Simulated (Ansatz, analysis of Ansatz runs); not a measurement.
## How often does N try the jump in Al3GaN4 (Pm)?

Aim: the prefactor of a hop in Al3GaN4 (Pm) (V_N hop (3.1 Å), charge +3) from the modes of the moving atom at the start and at the top of a path found beforehand. Model: a cell of 96 host atoms with 1 N taken out.

Method: plane-wave PAW DFT, PBEsol; finite-difference force constants of the moving atom alone, in Ansatz 0.2.0.

## (1) Set-up

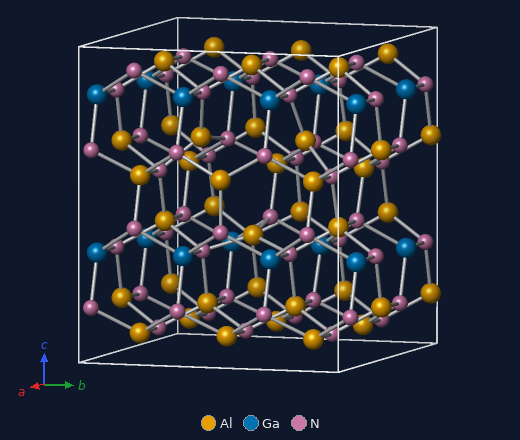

Start, viewed slightly off an axis; aluminium orange, gallium blue, nitrogen pink. Some periodic images of atoms are drawn too.

The cell holds 95 atoms: 36 Al, 12 Ga and 47 N. Its edges and angles: a = 10.087 Å, b = 9.390 Å, c = 10.836 Å, α = 90.0°, β = 90.0°, γ = 90.0°. It derives from Al3GaN4 (space group Pm). Nearest the centre at fractional (0.437, 0.500, 0.502): Al66 at 1.41 Å, N23 at 1.57 Å, Al25 at 2.14 Å, N32 at 2.68 Å, N48 at 2.68 Å, N69 at 2.71 Å, N84 at 2.71 Å, Al90 at 2.78 Å. The cell carries charge +3.

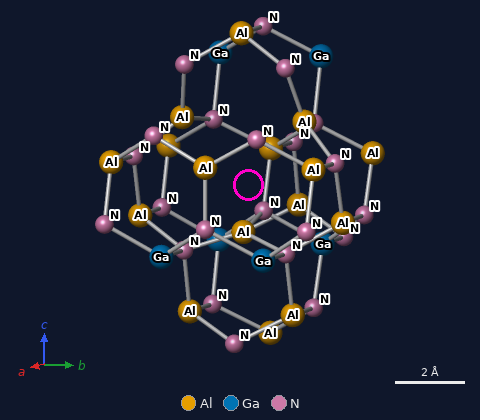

The atoms within 5 Å of the centre. A ring marks the middle of the ideal hop wherever no atom is near it.

The cell's shortest repeat is 9.4 Å.

## (2) Vibrations of the moving atom at the start point

Harmonic transition-state theory takes the prefactor from the modes at the minimum and at the top. Only the moving atom is displaced, by 0.02 Å, which takes six displaced runs and a reference; the host's atoms are held.

qp3.start.modes/input.yaml

```yaml
crystal:
  lattice:
    - [10.08692303, 0.0, 0.00025291]
    - [0.0, 9.39015873, 0.0]
    - [-0.00644803, 0.0, 10.83602103]
  atoms:
    - { symbol: Al, position: [0.24966046, 0.165859, 0.08369054] }
    - { symbol: Al, position: [-0.00114343, 0.16564741, 0.41637141] }
    - { symbol: Al, position: [0.00071446, 1.742e-05, 0.16600414] }
    - { symbol: Ga, position: [0.24838886, -1.296e-05, 0.33156219] }
    - { symbol: "N", position: [0.05520946, 3.372e-05, 0.33328955] }
    - { symbol: "N", position: [0.06151963, 0.16624718, 0.08347302] }
    - { symbol: "N", position: [0.31197158, 0.16634393, 0.41983493] }
    - { symbol: "N", position: [0.31210718, -1.519e-05, 0.16299363] }
    - { symbol: Al, position: [0.24685561, 0.16321082, 0.58095525] }
    - { symbol: Al, position: [-8.784e-05, 0.16510355, 0.91875504] }
    - { symbol: Al, position: [-0.00134337, 1.291e-05, 0.66645554] }
    - { symbol: Ga, position: [0.24865517, 7.63e-06, 0.83330738] }
    - { symbol: "N", position: [0.0554236, 4.126e-05, 0.83256117] }
    - { symbol: "N", position: [0.0604881, 0.1649377, 0.58283085] }
    - { symbol: "N", position: [0.31361818, 0.16658261, 0.91951361] }
    - { symbol: "N", position: [0.31312219, -2.382e-05, 0.66287249] }
    - { symbol: Al, position: [0.24921432, 0.49997519, 0.08488225] }
    - { symbol: Al, position: [0.00373021, 0.50005174, 0.4091907] }
    - { symbol: Al, position: [-0.0001392, 0.33256813, 0.16394192] }
    - { symbol: Ga, position: [0.24646727, 0.32850581, 0.33089027] }
    - { symbol: "N", position: [0.055097, 0.33172472, 0.3317283] }
    - { symbol: "N", position: [0.06093781, 0.50001924, 0.0838191] }
    - { symbol: "N", position: [0.3081522, 0.5000668, 0.42095208] }
    - { symbol: "N", position: [0.31247162, 0.33324574, 0.16338847] }
    - { symbol: Al, position: [0.24386603, 0.49997829, 0.58341066] }
    - { symbol: Al, position: [-0.00077775, 0.50003367, 0.91887898] }
    - { symbol: Al, position: [0.00446641, 0.32580765, 0.66987487] }
    - { symbol: Ga, position: [0.24642367, 0.33368317, 0.83833998] }
    - { symbol: "N", position: [0.05516699, 0.33291966, 0.83516461] }
    - { symbol: "N", position: [0.04913571, 0.50002616, 0.583416] }
    - { symbol: "N", position: [0.31228352, 0.50006345, 0.92083358] }
    - { symbol: "N", position: [0.30692681, 0.33417215, 0.66288537] }
    - { symbol: Al, position: [0.2496577, 0.83409425, 0.08367385] }
    - { symbol: Al, position: [-0.00115212, 0.83443415, 0.41635672] }
    - { symbol: Al, position: [-0.0001539, 0.66747407, 0.16393657] }
    - { symbol: Ga, position: [0.24647506, 0.67148194, 0.33086984] }
    - { symbol: "N", position: [0.05510048, 0.66836966, 0.33171758] }
    - { symbol: "N", position: [0.06151218, 0.83378934, 0.08346968] }
    - { symbol: "N", position: [0.31198487, 0.83372997, 0.41986371] }
    - { symbol: "N", position: [0.31247303, 0.66672648, 0.16336567] }
    - { symbol: Al, position: [0.24682178, 0.83669195, 0.5809859] }
    - { symbol: Al, position: [-9.095e-05, 0.83499023, 0.91875589] }
    - { symbol: Al, position: [0.00444409, 0.67420095, 0.66986229] }
    - { symbol: Ga, position: [0.24638948, 0.66629943, 0.83833811] }
    - { symbol: "N", position: [0.05512565, 0.66714977, 0.83516557] }
    - { symbol: "N", position: [0.06044333, 0.83507891, 0.58282991] }
    - { symbol: "N", position: [0.31358832, 0.83355046, 0.91948495] }
    - { symbol: "N", position: [0.30690406, 0.66581881, 0.6629294] }
    - { symbol: Al, position: [0.75167394, 0.16567404, 0.08404084] }
    - { symbol: Al, position: [0.49844492, 0.16585332, 0.41570957] }
    - { symbol: Al, position: [0.50037071, 2.745e-05, 0.16731351] }
    - { symbol: Ga, position: [0.74973424, -1.36e-05, 0.33243822] }
    - { symbol: "N", position: [0.55561848, 2.025e-05, 0.33426658] }
    - { symbol: "N", position: [0.56264979, 0.16482097, 0.08407082] }
    - { symbol: "N", position: [0.81110838, 0.16719819, 0.42002802] }
    - { symbol: "N", position: [0.81214351, -1.882e-05, 0.16376892] }
    - { symbol: Al, position: [0.75136433, 0.16647467, 0.58287325] }
    - { symbol: Al, position: [0.50080418, 0.16308387, 0.9213224] }
    - { symbol: Al, position: [0.50124514, 9.67e-06, 0.66522968] }
    - { symbol: Ga, position: [0.75057849, 6.86e-06, 0.83322152] }
    - { symbol: "N", position: [0.55556562, 6.625e-05, 0.83164207] }
    - { symbol: "N", position: [0.56113488, 0.16779462, 0.58245619] }
    - { symbol: "N", position: [0.81209737, 0.16636925, 0.91994528] }
    - { symbol: "N", position: [0.80979327, 1.538e-05, 0.66266778] }
    - { symbol: Al, position: [0.75034189, 0.49997493, 0.08399143] }
    - { symbol: Al, position: [0.48350825, 0.50007118, 0.37934589] }
    - { symbol: Al, position: [0.50078604, 0.33044161, 0.16109832] }
    - { symbol: Ga, position: [0.75102532, 0.33203693, 0.33156021] }
    - { symbol: "N", position: [0.55601281, 0.33190664, 0.33184963] }
    - { symbol: "N", position: [0.56085115, 0.50001519, 0.08380503] }
    - { symbol: "N", position: [0.81318592, 0.50004281, 0.41640471] }
    - { symbol: "N", position: [0.81106019, 0.33326982, 0.16276783] }
    - { symbol: Al, position: [0.8126246, 0.49996426, 0.583802] }
    - { symbol: Al, position: [0.49883951, 0.50003836, 0.9190313] }
    - { symbol: Al, position: [0.48395098, 0.29845722, 0.68420319] }
    - { symbol: Ga, position: [0.75121092, 0.33298664, 0.83495953] }
    - { symbol: "N", position: [0.55605538, 0.33350517, 0.83471498] }
    - { symbol: "N", position: [0.81130387, 0.50003881, 0.9198336] }
    - { symbol: "N", position: [0.81287817, 0.33048489, 0.66523895] }
    - { symbol: Al, position: [0.7516678, 0.83427607, 0.08403063] }
    - { symbol: Al, position: [0.49847243, 0.83422125, 0.41572937] }
    - { symbol: Al, position: [0.50078879, 0.66960949, 0.16109352] }
    - { symbol: Ga, position: [0.75100892, 0.66795432, 0.33156463] }
    - { symbol: "N", position: [0.55601305, 0.66821271, 0.33180095] }
    - { symbol: "N", position: [0.56264234, 0.8352122, 0.0840535] }
    - { symbol: "N", position: [0.81113442, 0.83289729, 0.42001807] }
    - { symbol: "N", position: [0.81105143, 0.66670543, 0.16275844] }
    - { symbol: Al, position: [0.75140811, 0.83347922, 0.58286665] }
    - { symbol: Al, position: [0.50077417, 0.8370514, 0.92129485] }
    - { symbol: Al, position: [0.48394055, 0.70151705, 0.6841591] }
    - { symbol: Ga, position: [0.75121808, 0.66700057, 0.83496901] }
    - { symbol: "N", position: [0.55606708, 0.66657152, 0.83469663] }
    - { symbol: "N", position: [0.56120142, 0.83218477, 0.58249677] }
    - { symbol: "N", position: [0.81207695, 0.83373406, 0.91993245] }
    - { symbol: "N", position: [0.81284592, 0.66946066, 0.66522718] }
  symmetry: { detect: false }
total_charge: 3
basis:
  ecutwfc: 420
  xc_grid: 2
hamiltonian:
  xc: pbesol
kpoints:
  mp_grid: { grid: [1, 1, 1], shift: [0.25, 0.25, 0.25] }
scf:
  occupations: { method: fixed }
  max_iter: 150
phonons:
  supercell: [1, 1, 1]
  displaced_sites: [22]
  amplitude: 0.02
```

On the command line:

```sh
> ansatz run input.yaml --threads 32 --pin off --max-ram 84787MiB --backend cuda --events-out ev --progress --plain --runs-dir out --max-vram 78GiB
```

Numbers of over 12 decimals in the logs are rounded to 6 here.

What it wrote:

```text
[... repeated set-up lines and file paths are left out, and long positions are rounded to six places ...]
Engine: ansatz 0.2.0, aarch64-unknown-linux-gnu
Pseudopotentials: kind: paw
Pseudopotential: Al, paw, valence charge 3, recommended cutoff 420 eV (normal), Al.paw.azcp
Pseudopotential: Ga, paw, valence charge 13, recommended cutoff 420 eV (normal), Ga.paw.azcp
Pseudopotential: N, paw, valence charge 5, recommended cutoff 420 eV (normal), N.paw.azcp
Functional definition: PBEsol
  exchange = pbesol_x
  correlation = pbesol_c
[...]
Crystal: 95 atoms, lattice volume = 1026.364 Å³
Basis set: ecut = 420 eV, 20007 PW (Γ), exchange–correlation on 144×128×150 points (8 copies of the dense FFT grid, shifted against one another)
Bands: 343, of which v1, the nominal top of the filled ones, is band 248 counted from 1 (247 counted from 0)
Symmetry: 1 space group operations
k-points: 1
Non-local potential: Al, projectors of the file, l = 0: 2, l = 1: 2, l = 2: 1
Non-local potential: Ga, projectors of the file, l = 0: 2, l = 1: 2, l = 2: 3, l = 3: 1
Non-local potential: N, projectors of the file, l = 0: 2, l = 1: 2, l = 2: 1
PAW form: soft (Blöchl's): semilocal exchange-correlation on the pseudo side does not see the compensation charge
PAW frozen core: Al, regenerated for the run's functional, and the local potential with it (the file was generated under x = pbe(κ = 0.804, μ = 0.219515), c = pbe(β = 0.066725))
PAW frozen core: Ga, regenerated for the run's functional, and the local potential with it (the file was generated under x = pbe(κ = 0.804, μ = 0.219515), c = pbe(β = 0.066725))
PAW frozen core: N, regenerated for the run's functional, and the local potential with it (the file was generated under x = pbe(κ = 0.804, μ = 0.219515), c = pbe(β = 0.066725))
PAW one-centre angular grid: Al, 110 points (default); XC on 64 Gauss nodes
PAW one-centre angular grid: Ga, 590 points (default); XC on 64 Gauss nodes
PAW one-centre angular grid: N, 110 points (default); XC on 64 Gauss nodes
Initial density: superposition of atomic densities (neutral atoms scaled as one to the charged cell's electrons: chi_scale 0, normalization atom), corrected by the library's trained network
Initial wavefunctions: pseudopotential atomic-orbital guess
[...]
Functional: x = pbesol(κ = 0.804, μ = 0.123457), c = pbesol(β = 0.046)
SCF iter   1: F=—  HF=-81733.073523 eV  |F-HF|=—  |Δ(HF+E_count)|=         —  Δρ=1.41e-2  dr2=4.16e0  ethr=1.77e-3  ⟨swp⟩=5.0  Hψ=1173  notcnv=0  defer=92
preconditioner: auto → Resta (q_TF=auto, 2.417 Å⁻¹)  ε∞=4.0  [insulator: Δε(μ)=2.771 eV  Ē_g=14.840 eV  n_scr=252 (ndim 8)  ℏωp=25.8 eV  f_vac=0.000  ε∞_Penn≈4.0]
SCF iter   2: F=—  HF=-81731.915973 eV  |F-HF|=—  |Δ(HF+E_count)|=    1.16e0  Δρ=4.67e-3  dr2=8.67e-1  ethr=8.38e-4  ⟨swp⟩=2.0  Hψ=603  notcnv=0  defer=93
[...]
SCF iter  14: F=-81731.560414 eV  HF=-81731.560414 eV  |F-HF|=8.73e-11  |Δ(HF+E_count)|=  2.91e-10  Δρ=1.17e-7  dr2=1.90e-10  ethr=1.00e-12  ⟨swp⟩=3.0  Hψ=843  notcnv=0
SCF 1 converged in 14 iterations: F = -81731.560414 eV  dr2 = 1.90e-10
  greatest PAW one-centre occupation: 0.995 electrons in one spin orbital (limit 2), on the Ga atom at site 67 (counted from 0), in its partial waves of l = 2
[...]
iter 1 solved again at ethr=4.06e-7 eV; its pass at ethr=3.10e-3 eV (dr2=2.01e-3 eV) is discarded
SCF iter   1: F=—  HF=-81731.558741 eV  |F-HF|=—  |Δ(HF+E_count)|=         —  Δρ=4.27e-4  dr2=2.96e-3  ethr=4.06e-7  ⟨swp⟩=3.0  Hψ=1015  notcnv=0  defer=93
SCF iter   2: F=—  HF=-81731.557940 eV  |F-HF|=—  |Δ(HF+E_count)|=   8.01e-4  Δρ=2.09e-4  dr2=6.50e-4  ethr=4.06e-7  ⟨swp⟩=2.0  Hψ=494  notcnv=0  defer=89
[...]
SCF iter  10: F=-81731.555878 eV  HF=-81731.555878 eV  |F-HF|=1.16e-10  |Δ(HF+E_count)|=  1.75e-10  Δρ=6.82e-8  dr2=4.77e-11  ethr=1.00e-12  ⟨swp⟩=3.0  Hψ=843  notcnv=0
SCF 2 converged in 10 iterations: F = -81731.555878 eV  dr2 = 4.77e-11
[...]
iter 1 solved again at ethr=8.30e-10 eV; its pass at ethr=3.10e-3 eV (dr2=4.12e-6 eV) is discarded
[...]
SCF 3 converged in 7 iterations: F = -81731.556191 eV  dr2 = 1.71e-11
[...]
SCF 4 converged in 9 iterations: F = -81731.557197 eV  dr2 = 3.43e-11
[...]
SCF 5 converged in 7 iterations: F = -81731.557217 eV  dr2 = 4.36e-11
[...]
SCF 6 converged in 9 iterations: F = -81731.556289 eV  dr2 = 8.89e-11
[...]
SCF 7 converged in 7 iterations: F = -81731.556491 eV  dr2 = 1.52e-11
SCF converged after 14 iterations
[...]
[... 3 atoms left out ...]
  atom  90  Al    -0.00592161     0.00193514    -0.00187340
  [... 5 atoms left out ...]
  max |Σ_I F_I| component: 8.88e-6 eV/Å
--- Band table (eV) ---
  k-point 0: bands = ["-7.6081", "-7.2862", "-7.2392", "-7.1551", [... 54 left out ...] "-5.1076", "-5.0974", "-5.0947", "-5.080"]
--- Phonons: 6 displaced members + reference (amplitude 0.02 Å, Σ member SCF iterations 49) ---
  symmetry images taken by strict's conditions (phonons.symmetry_images: auto; settled by no image being taken that strict refuses)
  force constants formed among 1 of 95 sites (N 22); the other 94 at rest. The modes move the named sites alone.
  the frequencies, the zero-point energy and the sums are of the block with the acoustic sum rule laid on its rows. Row sums over every site: 8.6e-5 eV/Å² at the most
  transpose residual: 1.1e-3 eV/Å²
  largest component of a force at the reference: 2.4e-3 eV/Å on a named site, 8.9e-3 eV/Å on a site at rest
  frequencies among the named sites at Γ of the cell (cm⁻¹): 546.80 558.06 719.07
  unstable modes among the named sites: 0
  frequencies as built, with no sum rule (cm⁻¹): 546.80 558.06 719.07
  zero-point energy: 0.113069 eV/cell   skipped modes (ω ≤ 0): 0
  not written: the harmonic force-constant file, the file of eigenvectors (these modes' are written with the force constants), the density of states and the dispersion, which are of every site
```

Wall time 3.9 s (1 × NVIDIA GB200 with 32 threads of Arm Neoverse V2, shared host); peak memory 1.8 GiB.

This step gave:

```
free energy                : -81731.5604 eV
frequencies of moving atom : 546.8, 558.1, 719.1 cm⁻¹ (negative: imaginary)
```

The three modes are 547, 558 and 719 cm⁻¹: all real, a minimum for this atom with the others held.

[end of part 1 of 2]

[Logs are printed without paths, hosts, clocks, repeated set-up lines and the standing remarks that a program may print on its own settings, such as how far it seeks lower states.]

[Hosts, paths, dates, database ids (printed as entryN), source tags and the programs' standing remarks are cut or masked in the printed files.]
